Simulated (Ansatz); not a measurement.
The starting structures come from a database of crystals and need not be the phases stable at ambient conditions.

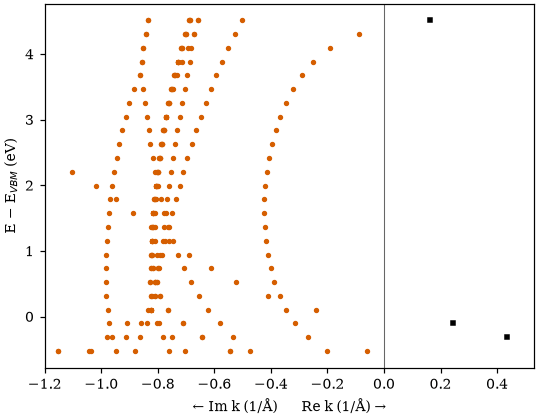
Figure: Complex bands at the centre of the two-dimensional zone; r2SCAN in Ansatz (a program for electronic structure)

The gap is the functional's own, uncorrected, and κ follows it; spin-orbit coupling is left out. Mid-gap values are interpolated between the computed energies.

Problem. This is Y(HO)3 (P6_3/m, not sure to be the ambient phase, 14 atoms a cell, 8.9 Å³ an atom, -4 GPa at this level) along the normal of (100). Read off the slowest decay at the centre of the two-dimensional zone at 2.21 eV, the computed energy nearest the middle of the gap.

Solution. κ ≈ 0.41 1/Å, a decay length 1/(2κ) of the density of 1.2 Å.
